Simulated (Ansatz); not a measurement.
**CH3Si+ (triplet): wave-function methods side by side, cc-pVDZ**

How much of the correlation energy of CH3Si+ (triplet) does each wave-function method recover here?

Computed with Ansatz 0.2.0, Gaussian basis. Level: cc-pVDZ, core rule «outside noble gas», up to 6 orbitals frozen.

The runs, in order: UHF; CCSD(T) on ROHF; CCSD(T) on UHF; BCCD(T) on ROHF; CISD; CCSDT(Q) on ROHF; CCSDT(Q) on UHF.

21 further runs of the same task are left out: 1 for a known fault of the program, 8 that didn't finish, 12 set aside as unsound or not needed.

### Step 1. The geometry

The geometry is a PBE0/def2-TZVP stationary point (not a proven minimum) of the parent state, kept for this charge and spin.

5 atoms, charge 1, spin multiplicity 3.

Atoms are counted from 1 here; the program's logs count them from 0.

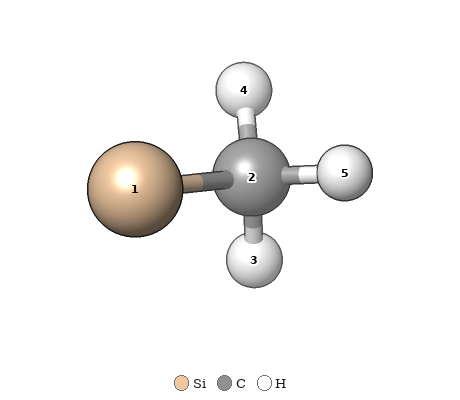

The structure; silicon light orange, carbon grey, hydrogen white; atoms are numbered from 1 in the order of the file.

In the tables R marks a restricted open-shell determinant and U an unrestricted one; energies count from the table's Hartree-Fock row.

### Step 2. UHF

Contents of in.yaml:

```yaml
crystal:
  periodic: [false, false, false]
  atoms:
    - {symbol: Si, position_ang: [-0.001312, 0.000000, 0.686035]}
    - {symbol: C, position_ang: [-0.011727, 0.000000, -1.202731]}
    - {symbol: H, position_ang: [-0.442590, -0.894419, -1.661140]}
    - {symbol: H, position_ang: [-0.442590, 0.894419, -1.661140]}
    - {symbol: H, position_ang: [1.061461, 0.000000, -1.461718]}
basis:
  gaussian: {orbitals: cc-pVDZ}
total_charge: 1
magnetization: {spin_polarized: true, initial_magnetization: 2}
hamiltonian: {xc: hf}
output: {orbitals: {seedname: orbitals}}
```

The run is started by

```sh
$ ansatz run in.yaml --threads 1 --pin off --events-out ev --progress --plain --max-ram 2393MiB
```

Output:

```text
Functional definition: HF
  name "HF"
  cite "Fock, Z. Phys. 61, 126 (1930) doi:10.1007/BF01340294"
  parent pbe
  exchange = exact_x
  correlation = 0
445 factors; integrals over basis functions are off by at most 9.8e-4 eV
mean field evaluation 1: about -8925.6284 eV, gradient 2.6e1 eV
mean field evaluation 2: about -8925.6832 eV, gradient 2.6e1 eV
mean field evaluation 4: about -8929.8713 eV, gradient 2.1e0 eV
mean field evaluation 8: about -8929.9540 eV, gradient 2.2e-1 eV
mean field evaluation 16: about -8929.9564 eV, gradient 2.1e-5 eV
mean field evaluation 32: about -8929.8698 eV, gradient 3.2e-1 eV
mean field evaluation 64: about -8929.8800 eV, gradient 4.1e-1 eV
mean field -8929.95639684 eV, -328.1698446418 hartree, gradient 7.4e-6 eV, S^2 2.016004; 3 other end points of the search recorded, 0 dependent functions left out
reference -8929.95639684 eV, -328.1698446418 hartree; 12, 10 occupied and 35, 37 virtual orbitals, 445 factors
Total energy: -8929.95639684 eV, -328.1698446418 hartree
```

Wall time 0.57 s (1 thread of Arm Neoverse V2, shared host).

From the report: ⟨S²⟩ of the determinant 2.016 (pure triplet: 2.00).

### Step 3. CCSD(T) on ROHF

in.yaml, as its differences from that of step 2:

```diff
@@ -11,4 +11,4 @@
 total_charge: 1
-magnetization: {spin_polarized: true, initial_magnetization: 2}
-hamiltonian: {xc: hf}
-output: {orbitals: {seedname: orbitals}}
+magnetization: {spin_polarized: false, initial_magnetization: 2}
+correlation: {method: ccsd_t, electrons: outside_noble_gas}
+output: {forces: true}
```

Same command.

Output, shortened:

```text
Functional definition: HF
  name "HF"
  cite "Fock, Z. Phys. 61, 126 (1930) doi:10.1007/BF01340294"
  parent pbe
[...]
445 factors; integrals over basis functions are off by at most 9.8e-4 eV
[...]
mean field -8929.83912358 eV, -328.1655349292 hartree, gradient 1.8e-6 eV, S^2 2.000000; 7 other end points of the search recorded, 0 dependent functions left out
[...]
determinant -8929.83912358 eV, -328.1655349292 hartree, with singles and doubles -8935.74780462 eV, -328.3826749523 hartree
determinant -8929.75643348 eV, -328.1624961242 hartree, with singles and doubles -8935.65961338 eV, -328.3794339840 hartree
determinant -8929.83912358 eV, -328.1655349292 hartree, with singles and doubles -8935.74816841 eV, -328.3826883213 hartree
determinant -8929.75643348 eV, -328.1624961242 hartree, with singles and doubles -8935.65997138 eV, -328.3794471403 hartree
[...]
reference -8929.83912358 eV, -328.1655349292 hartree; 6, 4 occupied and 35, 37 virtual orbitals, 445 factors
second order -5.03177680 eV of doubles, -0.05975657 eV of singles
cycle   1  -5.90904416 eV  change    6.7e-7 eV  update   1.6e-6
[...]
cycle   6  -5.90904288 eV  change   -1.8e-8 eV  update   3.8e-8
perturbative correction -0.17992015 eV, -0.0066119437 hartree
[...]
Total energy: -8935.92808662 eV, -328.3893001935 hartree
Atom 0 at    -0.001312     0.000000     0.686035 Å, force    -0.056782     0.000000     0.699654 eV/Å
Atom 1 at    -0.011727     0.000000    -1.202731 Å, force     0.234972     0.000000    -1.781076 eV/Å
Atom 2 at    -0.442590    -0.894419    -1.661140 Å, force    -0.352106    -0.598953     0.361862 eV/Å
Atom 3 at    -0.442590     0.894419    -1.661140 Å, force    -0.352106     0.598953     0.361862 eV/Å
Atom 4 at     1.061461     0.000000    -1.461718 Å, force     0.526021     0.000000     0.357698 eV/Å
Dipole moment:     0.024333     0.000000     0.135438 e Å
```

Wall time 5.5 s (1 thread of Arm Neoverse V2, shared host).

From the report: correlation -6.0890 eV; T1 0.028; largest double amplitude 0.06.

### Step 4. CCSD(T) on UHF

in.yaml, as its differences from that of step 3:

```diff
@@ -11,3 +11,3 @@
 total_charge: 1
-magnetization: {spin_polarized: false, initial_magnetization: 2}
+magnetization: {spin_polarized: true, initial_magnetization: 2}
 correlation: {method: ccsd_t, electrons: outside_noble_gas}
```

The command is unchanged.

Output, shortened:

```text
Functional definition: HF
  name "HF"
  cite "Fock, Z. Phys. 61, 126 (1930) doi:10.1007/BF01340294"
  parent pbe
[...]
445 factors; integrals over basis functions are off by at most 9.8e-4 eV
[...]
mean field -8929.95639684 eV, -328.1698446418 hartree, gradient 1.8e-6 eV, S^2 2.016004; 7 other end points of the search recorded, 0 dependent functions left out
determinant -8929.95639684 eV, -328.1698446418 hartree, with singles and doubles -8935.75582708 eV, -328.3829697722 hartree
determinant -8929.87511532 eV, -328.1668576013 hartree, with singles and doubles -8935.66773560 eV, -328.3797324700 hartree
determinant -8926.61033370 eV, -328.0468790897 hartree, with singles and doubles -8931.87813709 eV, -328.2404672934 hartree
determinant -8929.95639684 eV, -328.1698446418 hartree, with singles and doubles -8935.75657551 eV, -328.3829972767 hartree
[...]
reference -8929.95639684 eV, -328.1698446418 hartree; 6, 4 occupied and 35, 37 virtual orbitals, 445 factors
second order -4.96883535 eV of doubles, -0.00000000 eV of singles
cycle   1  -5.80017359 eV  change    5.1e-6 eV  update   3.9e-6
[...]
cycle   7  -5.80017165 eV  change    7.6e-9 eV  update   3.9e-8
perturbative correction -0.17150672 eV, -0.0063027559 hartree
[...]
Total energy: -8935.92807521 eV, -328.3892997742 hartree
Atom 0 at    -0.001312     0.000000     0.686035 Å, force    -0.057029    -0.000000     0.697027 eV/Å
Atom 1 at    -0.011727     0.000000    -1.202731 Å, force     0.235821     0.000000    -1.778398 eV/Å
Atom 2 at    -0.442590    -0.894419    -1.661140 Å, force    -0.351714    -0.597937     0.361991 eV/Å
Atom 3 at    -0.442590     0.894419    -1.661140 Å, force    -0.351714     0.597937     0.361991 eV/Å
Atom 4 at     1.061461     0.000000    -1.461718 Å, force     0.524636    -0.000000     0.357389 eV/Å
Dipole moment:     0.024313    -0.000000     0.135910 e Å
```

It took 5.5 s on 1 thread of Arm Neoverse V2, shared host.

From the report: ⟨S²⟩ of the determinant 2.016 (pure triplet: 2.00); correlation -5.9717 eV; T1 0.017; largest double amplitude 0.06.

### Step 5. BCCD(T) on ROHF

in.yaml, as its differences from that of step 4:

```diff
@@ -11,4 +11,3 @@
 total_charge: 1
-magnetization: {spin_polarized: true, initial_magnetization: 2}
-correlation: {method: ccsd_t, electrons: outside_noble_gas}
-output: {forces: true}
+magnetization: {spin_polarized: false, initial_magnetization: 2}
+correlation: {method: bccd_t, electrons: outside_noble_gas}
```

Same command.

Output, shortened:

```text
Functional definition: HF
  name "HF"
  cite "Fock, Z. Phys. 61, 126 (1930) doi:10.1007/BF01340294"
  parent pbe
[...]
445 factors; integrals over basis functions are off by at most 9.8e-4 eV
[...]
mean field -8929.83912358 eV, -328.1655349292 hartree, gradient 1.8e-6 eV, S^2 2.000000; 7 other end points of the search recorded, 0 dependent functions left out
[...]
determinant -8929.83912358 eV, -328.1655349292 hartree, with singles and doubles -8935.74780462 eV, -328.3826749523 hartree
determinant -8929.75643348 eV, -328.1624961242 hartree, with singles and doubles -8935.65961338 eV, -328.3794339840 hartree
determinant -8929.83912358 eV, -328.1655349292 hartree, with singles and doubles -8935.74816841 eV, -328.3826883213 hartree
determinant -8929.75643348 eV, -328.1624961242 hartree, with singles and doubles -8935.65997138 eV, -328.3794471403 hartree
[...]
6 core orbitals not correlated: weight in the atoms' cores, before any rotation towards them, 1.000 or more for the frozen orbitals, at most 0.000 for the correlated occupied ones
reference -8929.83912358 eV, -328.1655349292 hartree; 6, 4 occupied and 35, 37 virtual orbitals, 445 factors
second order -5.03177680 eV of doubles, -0.05975657 eV of singles
cycle   1  -5.91075064 eV  change   -1.7e-3 eV  update   8.4e-3
[...]
cycle   9  -5.90965636 eV  change    1.3e-7 eV  update   6.5e-6
perturbative correction -0.17889040 eV, -0.0065741008 hartree
Total energy: -8935.92767033 eV, -328.3892848954 hartree
```

Wall time 3.6 s (1 thread of Arm Neoverse V2, shared host).

From the report: correlation -6.0885 eV; largest double amplitude 0.06.

### Step 6. CISD

in.yaml, as its differences from that of step 5:

```diff
@@ -12,2 +12,2 @@
 magnetization: {spin_polarized: false, initial_magnetization: 2}
-correlation: {method: bccd_t, electrons: outside_noble_gas}
+correlation: {active_space: {ras: {orbitals: [4, 2, 35], electrons: 10, max_holes: 2, max_particles: 2}, fixed_orbitals: true}}
```

Same command.

Output:

```text
Functional definition: HF
  name "HF"
  cite "Fock, Z. Phys. 61, 126 (1930) doi:10.1007/BF01340294"
  parent pbe
  exchange = exact_x
  correlation = 0
445 factors; integrals over basis functions are off by at most 9.8e-4 eV
mean field evaluation 1: about -8925.7808 eV, gradient 3.3e1 eV
mean field evaluation 2: about -8925.8333 eV, gradient 3.3e1 eV
mean field evaluation 4: about -8929.7284 eV, gradient 2.3e0 eV
mean field evaluation 8: about -8929.8266 eV, gradient 5.4e-1 eV
mean field evaluation 16: about -8929.8391 eV, gradient 1.8e-6 eV
mean field evaluation 32: about -8929.7923 eV, gradient 7.9e-1 eV
mean field evaluation 64: about -8925.8337 eV, gradient 3.3e1 eV
mean field -8929.83912358 eV, -328.1655349292 hartree, gradient 1.8e-6 eV, S^2 2.000000; 6 other end points of the search recorded, 0 dependent functions left out
reference -8929.83912358 eV, -328.1655349292 hartree; 12, 10 occupied and 35, 37 virtual orbitals, 445 factors
state -8935.36629359 eV, -328.3686546806 hartree
Total energy: -8935.36629359 eV, -328.3686546806 hartree
```

Wall time 2 s (1 thread of Arm Neoverse V2, shared host).

From the report: 87,982 determinants.

### Step 7. CCSDT(Q) on ROHF

in.yaml, as its differences from that of step 6:

```diff
@@ -12,2 +12,2 @@
 magnetization: {spin_polarized: false, initial_magnetization: 2}
-correlation: {active_space: {ras: {orbitals: [4, 2, 35], electrons: 10, max_holes: 2, max_particles: 2}, fixed_orbitals: true}}
+correlation: {method: ccsdt_q, electrons: outside_noble_gas}
```

Launched as before.

Output, shortened:

```text
Functional definition: HF
  name "HF"
  cite "Fock, Z. Phys. 61, 126 (1930) doi:10.1007/BF01340294"
  parent pbe
[...]
900 factors; integrals over basis functions are off by at most 1.5e-7 eV
[...]
mean field -8929.83915888 eV, -328.1655362264 hartree, gradient 1.7e-6 eV, S^2 2.000000; 7 other end points of the search recorded, 0 dependent functions left out
[...]
determinant -8929.83915888 eV, -328.1655362264 hartree, with singles and doubles -8935.74782937 eV, -328.3826758618 hartree
determinant -8929.75646818 eV, -328.1624973993 hartree, with singles and doubles -8935.65963788 eV, -328.3794348846 hartree
determinant -8929.83915888 eV, -328.1655362264 hartree, with singles and doubles -8935.74819316 eV, -328.3826892310 hartree
determinant -8929.75646818 eV, -328.1624973993 hartree, with singles and doubles -8935.65999582 eV, -328.3794480386 hartree
6 core orbitals not correlated: weight in the atoms' cores, before any rotation towards them, 1.000 or more for the frozen orbitals, at most 0.000 for the correlated occupied ones
reference -8929.83915888 eV, -328.1655362264 hartree; 6, 4 occupied and 35, 37 virtual orbitals, 900 factors
second order -5.03179464 eV of doubles, -0.05975704 eV of singles
cycle   1  -5.62598292 eV  change   -5.3e-1 eV  update   7.2e-2
[...]
cycle  16  -6.11297533 eV  change    8.1e-7 eV  update   1.2e-6
perturbative correction -0.00993011 eV, -0.0003649248 hartree
Total energy: -8935.96206431 eV, -328.3905488509 hartree
```

Run time: 26 s. Hardware: 1 thread of Arm Neoverse V2, shared host; peak memory 0.42 GiB.

From the report: correlation -6.1229 eV; T1 0.030; largest double amplitude 0.07.

### Step 8. CCSDT(Q) on UHF

in.yaml, as its differences from that of step 7:

```diff
@@ -11,3 +11,3 @@
 total_charge: 1
-magnetization: {spin_polarized: false, initial_magnetization: 2}
+magnetization: {spin_polarized: true, initial_magnetization: 2}
 correlation: {method: ccsdt_q, electrons: outside_noble_gas}
```

The command is unchanged.

Output, shortened:

```text
Functional definition: HF
  name "HF"
  cite "Fock, Z. Phys. 61, 126 (1930) doi:10.1007/BF01340294"
  parent pbe
[...]
900 factors; integrals over basis functions are off by at most 1.5e-7 eV
[...]
mean field -8929.95643306 eV, -328.1698459732 hartree, gradient 1.8e-6 eV, S^2 2.016004; 7 other end points of the search recorded, 0 dependent functions left out
determinant -8929.95643306 eV, -328.1698459732 hartree, with singles and doubles -8935.75585216 eV, -328.3829706940 hartree
determinant -8929.87515092 eV, -328.1668589097 hartree, with singles and doubles -8935.66775970 eV, -328.3797333560 hartree
determinant -8926.61037784 eV, -328.0468807117 hartree, with singles and doubles -8931.87816097 eV, -328.2404681713 hartree
determinant -8929.95643306 eV, -328.1698459732 hartree, with singles and doubles -8935.75660039 eV, -328.3829981910 hartree
determinant -8929.87515092 eV, -328.1668589097 hartree, with singles and doubles -8935.66852461 eV, -328.3797614658 hartree
6 core orbitals not correlated: weight in the atoms' cores, before any rotation towards them, 1.000 or more for the frozen orbitals, at most 0.000 for the correlated occupied ones
reference -8929.95643306 eV, -328.1698459732 hartree; 6, 4 occupied and 35, 37 virtual orbitals, 900 factors
second order -4.96885280 eV of doubles, -0.00000000 eV of singles
cycle   1  -5.52982773 eV  change   -5.6e-1 eV  update   7.1e-2
[...]
cycle  16  -5.99675842 eV  change    6.9e-7 eV  update   1.2e-6
perturbative correction -0.00980542 eV, -0.0003603425 hartree
Total energy: -8935.96299690 eV, -328.3905831230 hartree
```

Run time: 23 s. Hardware: 1 thread of Arm Neoverse V2, shared host; peak memory 0.35 GiB.

From the report: ⟨S²⟩ of the determinant 2.016 (pure triplet: 2.00); correlation -6.0066 eV; T1 0.019; largest double amplitude 0.07.

### Step 9. All levels against the top one

The yardstick is UCCSDT(Q), where the cluster series has nearly closed. Rows without a time come out of other runs: HF, MP2 and CCSD of CCSD(T), CCSDT of CCSDT(Q). The times of RCCSD(T), UCCSD(T) include forces.

Differences are taken before rounding.

```tsv
method	energy from the lowest RHF (kJ/mol)	from UCCSDT(Q) (kJ/mol)	time
RHF	0.0	+590.9	
UHF	-11.3	+579.5	
RMP2	-491.3	+99.6	
UMP2	-490.7	+100.1	
CISD	-533.3	+57.6	2 s
RCCSD	-570.1	+20.7	
UCCSD	-570.9	+19.9	
RCCSD(T)	-587.5	+3.4	5.5 s
UCCSD(T)	-587.5	+3.4	5.5 s
BCCD(T)	-587.5	+3.4	3.6 s
RCCSDT	-589.8	+1.0	
UCCSDT	-589.9	+0.9	
RCCSDT(Q)	-590.8	+0.1	26 s
UCCSDT(Q)	-590.9	0	23 s
```

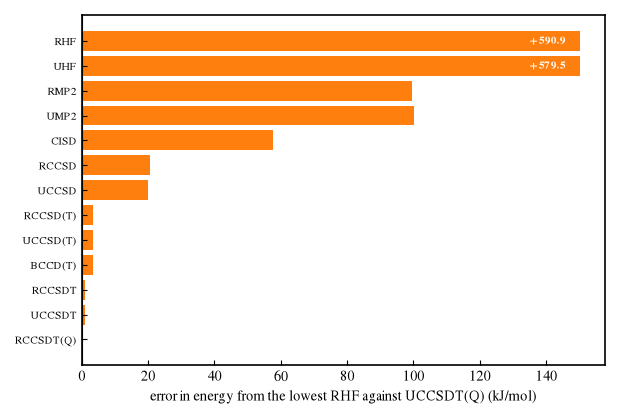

Deviations from UCCSDT(Q), method by method. Bars with a number in them are cut short.

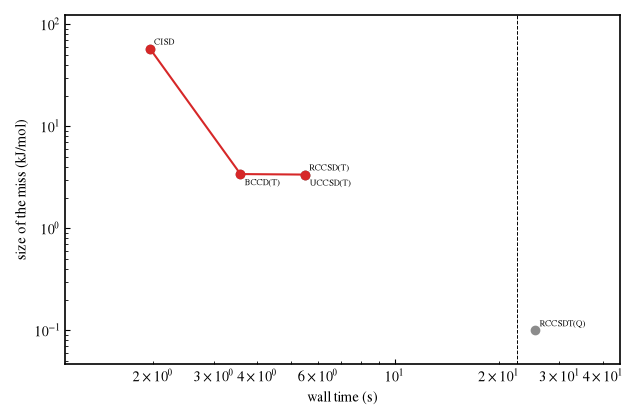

Accuracy for the time spent; red marks the levels that beat every quicker one drawn (of those quicker than the yardstick), and the dashed line is the time of UCCSDT(Q). Misses under 0.1 kJ/mol are drawn at that value. Times are from a shared host.

### Step 10. Summary of results

```
                         quantity                                                   value
   UCCSDT(Q) below the RHF energy                                              -6.1239 eV
              RMP2 from UCCSDT(Q)                                            +99.6 kJ/mol
              UMP2 from UCCSDT(Q)                                           +100.1 kJ/mol
             RCCSD from UCCSDT(Q)                                            +20.7 kJ/mol
          RCCSD(T) from UCCSDT(Q)                                             +3.4 kJ/mol
          UCCSD(T) from UCCSDT(Q)                                             +3.4 kJ/mol
         RCCSDT(Q) from UCCSDT(Q)                                             +0.1 kJ/mol
levels within 1 kcal/mol (43 meV)  RCCSD(T), UCCSD(T), BCCD(T), RCCSDT, UCCSDT, RCCSDT(Q)
                    T1 diagnostic                                                   0.028
```

**Reading.** RCCSD(T) lands +3.4 kJ/mol from the yardstick (0.6 % of the correlation energy). These misses are within one basis, not against nature; the frozen cores of restricted and unrestricted runs differ, which can shift their rows.

For cost: RCCSD(T) gets within 3.4 kJ/mol in 5.5 s, where UCCSDT(Q) took 23 s; the quickest level in the cost chart, CISD, takes 2 s and misses by 57.6 kJ/mol.
